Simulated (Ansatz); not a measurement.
# CHAl (triplet): one geometry, many settings

What do other methods and options give for CHAl (triplet) at this geometry, and how long do they take?

Program: Ansatz 0.2.0, Gaussian basis. Level of theory: the settings change from run to run. These are calculated values, not measurements.

22 further runs of the same task are left out: 4 that didn't finish, 18 set aside as unsound or not needed.

**1. The geometry**

The geometry is a PBE0/def2-TZVP stationary point (not a proven minimum).

3 atoms, charge 0, spin multiplicity 3.

Atoms are counted from 1 here; the program's logs count them from 0.

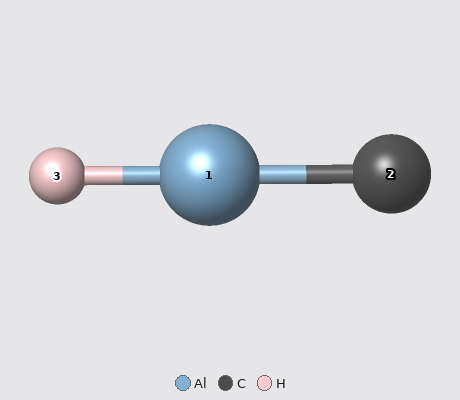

The geometry (aluminium light blue, carbon dark grey, hydrogen pink); atoms are numbered from 1 in the order of the file.

**2. BCCD on ROHF/6-31G**

Input file in.yaml:

```yaml
crystal:
  periodic: [false, false, false]
  atoms:
    - {symbol: Al, position_ang: [0.000000, 0.000000, 0.105100]}
    - {symbol: C, position_ang: [0.000000, 0.000000, -1.811100]}
    - {symbol: H, position_ang: [0.000000, 0.000000, 1.706000]}
basis:
  gaussian: {orbitals: 6-31G}
magnetization: {spin_polarized: false, initial_magnetization: 2}
correlation: {method: bccd, electrons: valence}
accuracy: high
```

The run is started by

```bash
$ ansatz run in.yaml --threads 1 --pin off --events-out ev --progress --plain --max-ram 2393MiB
```

The program printed, cut to the lines that bear on the results:

```text
Functional definition: HF
  name "HF"
  cite "Fock, Z. Phys. 61, 126 (1930) doi:10.1007/BF01340294"
  parent pbe
[...]
524 factors; integrals over basis functions are off by at most 2.8e-9 eV
[...]
mean field -7622.36282755 eV, -280.1166672893 hartree, gradient 4.7e-8 eV, S^2 2.000000; 10 other end points of the search recorded, 0 dependent functions left out
[...]
determinant -7622.36282755 eV, -280.1166672893 hartree, with singles and doubles -7625.56727374 eV, -280.2344285149 hartree
determinant -7621.59965670 eV, -280.0886212780 hartree, with singles and doubles -7625.26262409 eV, -280.2232328468 hartree
determinant -7619.72916318 eV, -280.0198819089 hartree, with singles and doubles -7622.42074355 eV, -280.1187956632 hartree
determinant -7619.32254626 eV, -280.0049390127 hartree, with singles and doubles -7622.24864765 eV, -280.1124712555 hartree
determinant -7622.36282755 eV, -280.1166672893 hartree, with singles and doubles -7625.56876887 eV, -280.2344834597 hartree
determinant -7621.59965670 eV, -280.0886212780 hartree, with singles and doubles -7625.26673375 eV, -280.2233838738 hartree
unrestricted determinant -7622.67789809 eV, -280.1282459183 hartree, S^2 2.7392
6 core orbitals not correlated: weight in the atoms' cores, before any rotation towards them, 1.000 or more for the frozen orbitals, at most 0.000 for the correlated occupied ones
reference -7622.36282755 eV, -280.1166672893 hartree; 5, 3 occupied and 13, 15 virtual orbitals, 524 factors
second order -2.51537393 eV of doubles, -0.02569332 eV of singles
cycle   1  -3.16855053 eV  change    3.7e-2 eV  update   3.1e-2
[...]
cycle  29  -3.16774713 eV  change  -1.8e-10 eV  update  8.6e-10
Total energy: -7625.53057468 eV, -280.2330798492 hartree
```

Run time: 2 s. Hardware: 1 thread of Arm Neoverse V1, shared host.

From the report: correlation -3.1677 eV; largest double amplitude 0.08.

**3. CCSDT(Q)/B on UHF/6-31G**

in.yaml: that of step 2 with these lines changed.

```diff
@@ -8,4 +8,3 @@
   gaussian: {orbitals: 6-31G}
-magnetization: {spin_polarized: false, initial_magnetization: 2}
-correlation: {method: bccd, electrons: valence}
-accuracy: high
+magnetization: {spin_polarized: true, initial_magnetization: 2}
+correlation: {method: ccsdt_q_b, electrons: valence}
```

The command is unchanged.

The program printed, cut to the lines that bear on the results:

```text
Functional definition: HF
  name "HF"
  cite "Fock, Z. Phys. 61, 126 (1930) doi:10.1007/BF01340294"
  parent pbe
[...]
501 factors; integrals over basis functions are off by at most 1.2e-7 eV
[...]
mean field -7622.67789807 eV, -280.1282459175 hartree, gradient 3.8e-6 eV, S^2 2.739165; 20 other end points of the search recorded, 0 dependent functions left out
determinant -7622.67789807 eV, -280.1282459175 hartree, with singles and doubles -7625.24563189 eV, -280.2226083947 hartree
determinant -7622.42501689 eV, -280.1189527053 hartree, with singles and doubles -7625.56494573 eV, -280.2343429621 hartree
determinant -7622.41980840 eV, -280.1187612969 hartree, with singles and doubles -7625.54921191 eV, -280.2337647546 hartree
determinant -7620.37194573 eV, -280.0435037321 hartree, with singles and doubles -7622.70131865 eV, -280.1291066080 hartree
[...]
determinant -7622.67789807 eV, -280.1282459175 hartree, with singles and doubles -7625.29555078 eV, -280.2244428802 hartree
determinant -7622.42501689 eV, -280.1189527053 hartree, with singles and doubles -7625.57269613 eV, -280.2346277840 hartree
determinant -7622.41980840 eV, -280.1187612969 hartree, with singles and doubles -7625.57284732 eV, -280.2346333401 hartree
6 core orbitals not correlated: weight in the atoms' cores, before any rotation towards them, 1.000 or more for the frozen orbitals, at most 0.000 for the correlated occupied ones
reference -7622.42501689 eV, -280.1189527053 hartree; 5, 3 occupied and 13, 15 virtual orbitals, 501 factors
second order -2.35759638 eV of doubles, -0.00000000 eV of singles
cycle   1  -2.71182714 eV  change   -3.5e-1 eV  update   1.1e-1
[...]
cycle  26  -3.34912679 eV  change   -5.3e-7 eV  update   2.9e-7
perturbative correction -0.01482149 eV, -0.0005446796 hartree
Total energy: -7625.78896516 eV, -280.2425755241 hartree
```

It took 6 s on 1 thread of Arm Neoverse V1, shared host.

From the report: ⟨S²⟩ of the determinant 2.111 (pure triplet: 2.00); correlation -3.3639 eV; T1 0.065; largest double amplitude 0.09.

**4. BCCD/6-31G**

in.yaml: that of step 3 with these lines changed.

```diff
@@ -9,2 +9,4 @@
 magnetization: {spin_polarized: true, initial_magnetization: 2}
-correlation: {method: ccsdt_q_b, electrons: valence}
+hamiltonian: {xc: {name: B3LYP}}
+correlation: {method: bccd, electrons: all}
+output: {forces: true}
```

Same command.

The program printed, cut to the lines that bear on the results:

```text
Functional definition: B3LYP
  name "B3LYP"
  cite "Stephens, Devlin, Chabalowski & Frisch, J. Phys. Chem. 98, 11623 (1994) doi:10.1021/j100096a001"
  cite "Becke, Phys. Rev. A 38, 3098 (1988) doi:10.1103/PhysRevA.38.3098"
  cite "Lee, Yang & Parr, Phys. Rev. B 37, 785 (1988) doi:10.1103/PhysRevB.37.785"
  cite "Vosko, Wilk & Nusair, Can. J. Phys. 58, 1200 (1980) doi:10.1139/p80-159"
[...]
297 factors; integrals over basis functions are off by at most 1.3e-4 eV
[...]
mean field -7643.48183636 eV, -280.8927765482 hartree, gradient 3.5e-6 eV, S^2 2.003131; 4 other end points of the search recorded, 0 dependent functions left out
reference -7622.02833835 eV, -280.1043750381 hartree; 11, 9 occupied and 13, 15 virtual orbitals, 297 factors
second order -3.08908599 eV of doubles, -0.29053072 eV of singles
cycle   1  -3.36252229 eV  change    6.0e-3 eV  update   1.1e-1
[...]
cycle  19  -3.62040361 eV  change   -8.7e-8 eV  update   2.8e-7
[...]
Total energy: -7625.64874196 eV, -280.2374224166 hartree
Atom 0 at     0.000000     0.000000     0.105100 Å, force    -0.000000     0.000000     0.890430 eV/Å
Atom 1 at     0.000000     0.000000    -1.811100 Å, force    -0.000000    -0.000000    -1.357712 eV/Å
Atom 2 at     0.000000     0.000000     1.706000 Å, force     0.000000    -0.000000     0.467282 eV/Å
Dipole moment:     0.000000    -0.000000     0.620129 e Å
```

Wall time 3.4 s (1 thread of Arm Neoverse V1, shared host).

From the report: ⟨S²⟩ of the determinant 2.003 (pure triplet: 2.00); correlation -3.6204 eV; largest double amplitude 0.08.

**5. CCSD/6-31G**

in.yaml: that of step 4 with these lines changed.

```diff
@@ -9,4 +9,5 @@
 magnetization: {spin_polarized: true, initial_magnetization: 2}
-hamiltonian: {xc: {name: B3LYP}}
-correlation: {method: bccd, electrons: all}
-output: {forces: true}
+hamiltonian: {xc: {name: r2SCAN}}
+correlation: {method: ccsd, electrons: outside_noble_gas}
+accuracy: high
+scf: {lower_state_search: full}
```

Launched as before.

The program printed, cut to the lines that bear on the results:

```text
Functional definition: r2SCAN
  name "r2SCAN"
  cite "Furness, Kaplan, Ning, Perdew & Sun, J. Phys. Chem. Lett. 11, 8208 (2020) doi:10.1021/acs.jpclett.0c02405"
  cite "Furness, Kaplan, Ning, Perdew & Sun, J. Phys. Chem. Lett. 11, 9248 (2020) doi:10.1021/acs.jpclett.0c03077"
  parent r2scan
[...]
524 factors; integrals over basis functions are off by at most 2.8e-9 eV
[...]
mean field -7641.45726697 eV, -280.8183749953 hartree, gradient 7.8e-8 eV, S^2 2.006143; 11 other end points of the search recorded, 0 dependent functions left out
6 core orbitals not correlated: weight in the atoms' cores, before any rotation towards them, 1.000 or more for the frozen orbitals, at most 0.000 for the correlated occupied ones
reference -7622.04128027 eV, -280.1048506449 hartree; 5, 3 occupied and 13, 15 virtual orbitals, 524 factors
second order -2.94792644 eV of doubles, -0.23065814 eV of singles
cycle   1  -3.18513309 eV  change   -1.8e-2 eV  update   1.0e-1
[...]
cycle  27  -3.44540427 eV  change  -5.4e-10 eV  update  8.5e-10
Total energy: -7625.48668455 eV, -280.2314669165 hartree
```

Wall time 24 s (1 thread of Arm Neoverse V1, shared host).

From the report: ⟨S²⟩ of the determinant 2.006 (pure triplet: 2.00); correlation -3.4454 eV; T1 0.017; largest double amplitude 0.08. The orbitals are Kohn-Sham ones, so correlation energy and T1 don't compare with those on Hartree-Fock orbitals.

**6. CCSDT(Q)/def2-SVP**

Input file in.yaml:

```yaml
crystal:
  periodic: [false, false, false]
  atoms:
    - {symbol: Al, position_ang: [0.000000, 0.000000, 0.105100]}
    - {symbol: C, position_ang: [0.000000, 0.000000, -1.811100]}
    - {symbol: H, position_ang: [0.000000, 0.000000, 1.706000]}
basis:
  gaussian: {orbitals: def2-SVP}
magnetization: {spin_polarized: false, initial_magnetization: 2}
hamiltonian: {xc: {name: PBE0}, pseudopotentials: {relativity: scalar}}
correlation: {method: ccsdt_q, electrons: outside_noble_gas}
output: {forces: true}
```

Launched as before.

The program printed, cut to the lines that bear on the results:

```text
Functional definition: PBE0
  name "PBE0"
  cite "Adamo & Barone, J. Chem. Phys. 110, 6158 (1999) doi:10.1063/1.478522"
  cite "Perdew, Burke & Ernzerhof, Phys. Rev. Lett. 77, 3865 (1996) doi:10.1103/PhysRevLett.77.3865"
  parent pbe
[...]
601 factors; integrals over basis functions are off by at most 1.7e-7 eV
[...]
mean field -7647.48186060 eV, -281.0397747278 hartree, gradient 5.4e-6 eV, S^2 2.000000; 4 other end points of the search recorded, 0 dependent functions left out
[...]
unrestricted determinant -7631.79927067 eV, -280.4634501777 hartree, S^2 2.6546
6 core orbitals not correlated: weight in the atoms' cores, before any rotation towards them, 1.000 or more for the frozen orbitals, at most 0.000 for the correlated occupied ones
reference -7631.42709659 eV, -280.4497730324 hartree; 5, 3 occupied and 26, 28 virtual orbitals, 601 factors
second order -4.27442413 eV of doubles, -0.22708187 eV of singles
cycle   1  -4.68005814 eV  change   -1.9e-1 eV  update   1.1e-1
[...]
cycle  24  -5.24601093 eV  change   -5.2e-7 eV  update   3.9e-7
perturbative correction -0.02666805 eV, -0.0009800328 hartree
[...]
Total energy: -7636.69977556 eV, -280.6435404109 hartree
Relativity: scalar
Atom 0 at     0.000000     0.000000     0.105100 Å, force     0.000000    -0.000000     0.344995 eV/Å
Atom 1 at     0.000000     0.000000    -1.811100 Å, force    -0.000000     0.000000    -0.366724 eV/Å
Atom 2 at     0.000000     0.000000     1.706000 Å, force    -0.000000    -0.000000     0.021729 eV/Å
Dipole moment:     0.000000     0.000000     0.625504 e Å
```

Run time: 64 s. Hardware: 1 thread of Arm Neoverse V1, shared host; peak memory 0.65 GiB.

From the report: correlation -5.2727 eV; T1 0.018; largest double amplitude 0.09. The orbitals are Kohn-Sham ones, so correlation energy and T1 don't compare with those on Hartree-Fock orbitals.

**7. All runs side by side**

Where basis and cores are those of an earlier FCI/6-31G run (-7625.7878 eV), and the state is the same kind, the miss against it is given.

```tsv
level	correlated	functions	energy (eV)	from FCI (meV)	time
BCCD on ROHF/6-31G	valence	24	-7625.5306	257.2	2 s
CCSDT(Q)/B on UHF/6-31G	valence	24	-7625.7890	-1.2	6 s
BCCD/6-31G (on B3LYP orbitals)	all	24	-7625.6487		3.4 s
CCSD/6-31G (on r2SCAN orbitals)	outside noble gas	24	-7625.4867	301.1	24 s
CCSDT(Q)/def2-SVP (on PBE0 orbitals, relativity set)	outside noble gas	37	-7636.6998		64 s
```

**8. Results**

| quantity | value |
| --- | --- |
| runs | 5 |
| quickest | BCCD on ROHF/6-31G, 2 s |
| slowest | CCSDT(Q)/def2-SVP (on PBE0 orbitals, relativity set), 64 s |

In words: Total energies in different bases, with other cores or another treatment of relativity can't be set against each other. CCSDT(Q)/def2-SVP (on PBE0 orbitals, relativity set) took 32 times as long as BCCD on ROHF/6-31G; the jobs differ in more than the method. Among the correlated runs with a miss given, it spans -1 to +301 meV. Cores frozen from Kohn-Sham orbitals shift the total energy.
